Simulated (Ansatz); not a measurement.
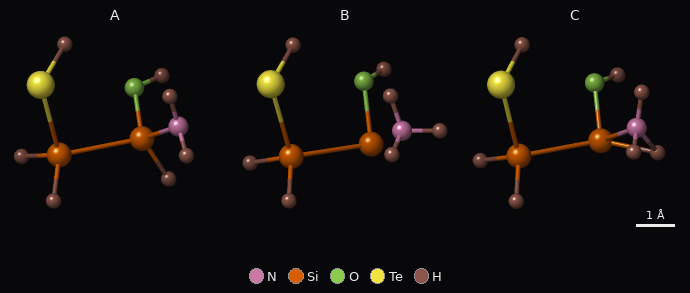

3 geometries from a converged minimum-energy path of Si2NH7TeO, shuffled. Style: ball-and-stick. Shown at a tilt.

Method: RKS B3LYP-D4/def2-SVP in Ansatz. Settings: 9 movable images; climbing image; force threshold 0.03 eV/Å; iteration limit 33; starting path through a guess of the saddle point.

> One of them is the converged climbing image. Which?

C. In order along the path, whose images run from 0 to 10: A (image 2, +10.1 kJ/mol), C (image 5, +290.8 kJ/mol), B (image 8, +114.1 kJ/mol). A hydrogen atom shifts from one atom to another. Breaking: H–Si (1.49 → 2.60 Å). Forming: H–N (2.56 → 1.02 Å).
